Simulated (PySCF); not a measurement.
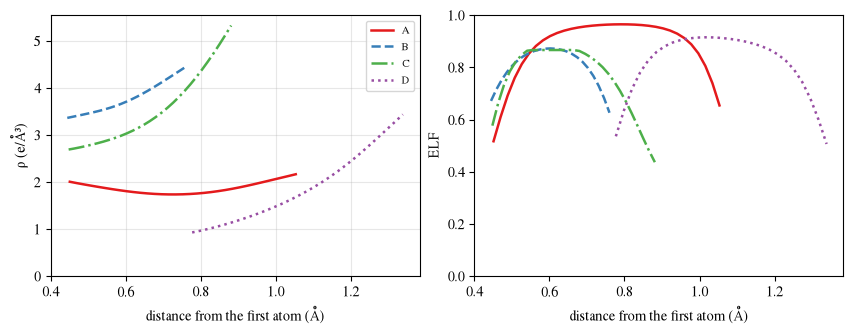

Figure. C$_{5}$H$_{11}$N$_{3}$OSi. Electron density and ELF along straight lines between neighbouring atoms. The curves leave out the atomic cores.

Geometry: GFN2-xTB.

Method: PySCF 2.14.0, PBE0/pcSseg-1, SCF density, gas phase, non-relativistic.

```xyz
21

C     1.6798   -2.0605    0.5479
C     0.6823   -1.0399    0.0725
O     0.2523   -1.0776   -1.0861
N     0.2638   -0.1135    0.9228
C     0.7261    0.0063    2.2844
C    -0.6512    0.8849    0.4246
Si   -1.2515    0.4836   -1.3601
N    -0.2173    1.0538   -2.6198
C    -2.5241    1.8861   -1.4395
N    -3.2873    2.7423   -1.4649
H     1.1816   -2.7967    1.1806
H     2.0900   -2.5770   -0.3182
H     2.4835   -1.5933    1.1145
H     0.0242    0.6293    2.8356
H     0.7739   -0.9669    2.7704
H     1.7141    0.4749    2.3328
H    -0.1642    1.8636    0.4793
H    -1.5214    0.9221    1.0860
H    -2.1383   -0.6841   -1.4310
H    -0.6473    1.5332   -3.3940
H     0.5221    0.4464   -2.9383
```

### Which curve belongs to which contact (C–C, C–N, C–O and Si–N)? The first atom named is at distance zero.

Curve A: C–C (1.50 Å): the density is about 1.7 e/Å³ at the midpoint; the ELF peaks at about 0.95 between the atoms (a covalent bond). Curve B: C–N (1.15 Å): ρ is about 3.6 e/Å³ halfway; the ELF peaks at about 0.85 between the atoms (a short, multiple covalent bond). Curve C: C–O (1.24 Å): ρ at the midpoint is about 3.1 e/Å³; the ELF peaks at about 0.85 between the atoms; a short, strongly polar bond. Curve D: Si–N (1.73 Å): ρ is about 1.1 e/Å³ halfway; the ELF peaks at about 0.90 between the atoms, as expected for a shared but strongly polarised pair.
